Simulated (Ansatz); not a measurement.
**One shape, several levels: HOF (hypofluorous acid)**

We compute a comparison of 6 runs (BHLYP/STO-3G, SVWN5/STO-3G, r2SCAN0/STO-3G, wB97M-V/STO-3G, RPA@PBE/STO-3G, UMP2/STO-3G) of HOF (hypofluorous acid). 

The calculation is run with Ansatz 0.2.0.

41 further runs of the same task are left out: 1 that didn't finish, 40 set aside as unsound or not needed.

**1. Starting point**

The species is HOF (3 atoms), meant as a singlet with charge 0. SMILES: `OF`. The H3–O1 distance was set to 1.942 Å, away from the relaxed value. At this shape a bond of the SMILES string is far longer than usual.

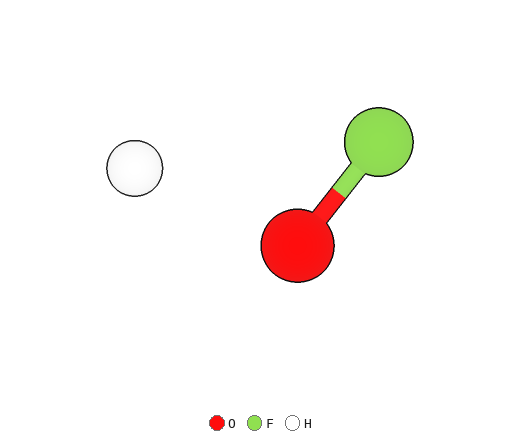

The structure, seen from a chosen angle (oxygen red, fluorine green, hydrogen white).

**2. A single-point energy at BHLYP/STO-3G (run 1)**

Input file input.yaml:

```yaml
crystal:
  periodic: [false, false, false]
  atoms:
    - {symbol: O, position_ang: [1.031263, 0.428992, 0.621562]}
    - {symbol: F, position_ang: [0.404833, 1.646572, 0.407942]}
    - {symbol: H, position_ang: [-0.202430, -0.823300, -0.203980]}
basis:
  gaussian:
    orbitals: STO-3G
hamiltonian:
  xc: {name: BHLYP}
accuracy: high
```

On the command line:

```console
$ ansatz run input.yaml --threads 1 --pin off --max-ram 2610MiB --events-out events.jsonl --progress --plain --runs-dir runs
```

What it wrote:

```text
Warning: RAYON_NUM_THREADS=1 ignored (pool sized by the plan → 1); use --threads N
Functional definition: BHLYP
  name "BHLYP"
  parameter a = 0.5
  exchange = (1 - a)*b88_x + a*exact_x
  correlation = lyp_c
167 factors; integrals over basis functions are off by at most 3.5e-8 eV
mean field evaluation 1: about -4702.2723 eV, gradient 8.2e0 eV
mean field evaluation 2: about -4701.7952 eV, gradient 1.3e1 eV
mean field evaluation 4: about -4702.6353 eV, gradient 8.6e-1 eV
mean field evaluation 8: about -4702.6614 eV, gradient 3.9e-3 eV
mean field evaluation 16: about -4702.6614 eV, gradient 7.2e-8 eV
mean field -4702.66141989 eV, -172.8196196026 hartree, gradient 7.2e-8 eV, S^2 0.000000; 0 other end points of the search recorded, 0 dependent functions left out
reference -4702.66143146 eV, -172.8196200278 hartree; 9, 9 occupied and 2, 2 virtual orbitals, 167 factors
Total energy: -4702.66143146 eV, -172.8196200278 hartree
```

Run time: 0.38 s. Hardware: 1 thread of Arm Neoverse V2, shared host.

**3. The energy at SVWN5/STO-3G (run 2)**

Input file job.yaml:

```yaml
crystal:
  periodic: [false, false, false]
  atoms:
    - {symbol: O, position_ang: [1.031263, 0.428992, 0.621562]}
    - {symbol: F, position_ang: [0.404833, 1.646572, 0.407942]}
    - {symbol: H, position_ang: [-0.202430, -0.823300, -0.203980]}
basis:
  gaussian:
    orbitals: STO-3G
hamiltonian:
  xc: {name: SVWN5}
accuracy: high
```

On the command line:

```console
$ ansatz run job.yaml --threads 1 --pin off --max-ram 2610MiB --events-out events.jsonl --progress --plain --runs-dir runs
```

What it wrote:

```text
Warning: RAYON_NUM_THREADS=1 ignored (pool sized by the plan → 1); use --threads N
Functional definition: SVWN5
  name "SVWN5"
  exchange = slater_x
  correlation = vwn5_c
167 factors; integrals over basis functions are off by at most 3.5e-8 eV
mean field evaluation 1: about -4670.7100 eV, gradient 2.0e1 eV
mean field evaluation 2: about -4662.2800 eV, gradient 2.5e1 eV
mean field evaluation 4: about -4669.7723 eV, gradient 2.0e1 eV
mean field evaluation 8: about -4672.4984 eV, gradient 4.0e-4 eV
mean field evaluation 16: about -4672.4984 eV, gradient 3.5e-8 eV
mean field -4672.49836256 eV, -171.7111476909 hartree, gradient 3.5e-8 eV, S^2 0.000000; 0 other end points of the search recorded, 0 dependent functions left out
reference -4672.49836353 eV, -171.7111477267 hartree; 9, 9 occupied and 2, 2 virtual orbitals, 167 factors
Total energy: -4672.49836353 eV, -171.7111477267 hartree
```

Run time: 0.3 s. Hardware: 1 thread of Arm Neoverse V2, shared host.

Runs 3 to 5 aren't shown in full; the table further down has their settings and results.

**4. The energy at UMP2/STO-3G (run 6)**

Input file in.yaml:

```yaml
crystal:
  periodic: [false, false, false]
  atoms:
    - symbol: O
      position_ang: [1.031263, 0.428992, 0.621562]
    - symbol: F
      position_ang: [0.404833, 1.646572, 0.407942]
    - symbol: H
      position_ang: [-0.202430, -0.823300, -0.203980]
basis:
  gaussian:
    orbitals: STO-3G
magnetization:
  spin_polarized: true
  initial_magnetization: 0
correlation:
  method: mp2
  frozen_orbitals: {F: 1, H: 0, O: 1}
accuracy: high
```

On the command line:

```console
$ ansatz run in.yaml --threads 1 --pin off --max-ram 2610MiB --events-out events.jsonl --progress --plain --runs-dir runs
```

What it wrote, cut to the lines that bear on the results:

```text
Warning: RAYON_NUM_THREADS=1 ignored (pool sized by the plan → 1); use --threads N
Functional definition: HF
  name "HF"
[...]
167 factors; integrals over basis functions are off by at most 3.5e-8 eV
[...]
mean field -4687.68573966 eV, -172.2692735049 hartree, gradient 3.4e-8 eV, S^2 0.997092; 13 other end points of the search recorded, 0 dependent functions left out
2 core orbitals not correlated: weight in the atoms' cores, before any rotation towards them, 1.000 or more for the frozen orbitals, at most 0.000 for the correlated occupied ones
reference -4687.68573966 eV, -172.2692735049 hartree; 7, 7 occupied and 2, 2 virtual orbitals, 167 factors
second order -1.09811036 eV of doubles, -0.00000000 eV of singles
Total energy: -4688.78385002 eV, -172.3096283163 hartree
```

Wall time 0.18 s (1 thread of Arm Neoverse V2, shared host).

**5. Overview of the runs**

```
run           level  frozen core orbitals  energy (Eh)  wall time
  1    BHLYP/STO-3G                     –  -172.819620     0.38 s
  2    SVWN5/STO-3G                     –  -171.711148      0.3 s
  3  r2SCAN0/STO-3G                     –  -172.830091      1.1 s
  4  wB97M-V/STO-3G                     –  -172.901414        6 s
  5  RPA@PBE/STO-3G                     2  -172.384036     0.62 s
  6     UMP2/STO-3G                     2  -172.309628     0.18 s
```

**6. Summary of results**

```
                                          quantity          value
                               run 6: total energy  -172.30963 Eh
run 6: correlation energy (2 core orbitals frozen)      -40.4 mEh
          run 6: ⟨S²⟩ of the reference determinant          0.997
```

What this shows: Totals of different functionals can't be ranked against each other. In run 5 the log says that unrestricted orbitals would lower the reference, so the values rest on an unstable closed-shell determinant (other closed-shell runs at this shape may share the fault). In runs 1, 2, 3, 4, 5, 6 the basis is minimal, so the values are rough. In runs 1, 2, 3, 4, 5 a closed-shell determinant meets a far-stretched bond, which it describes badly. Spin contamination of the reference: run 6 ⟨S²⟩ = 1.00. Where it is this large, the reference is a mixture of spin states, and values that rest on it are in doubt. All runs together took 8.6 s, the longest 6 s.
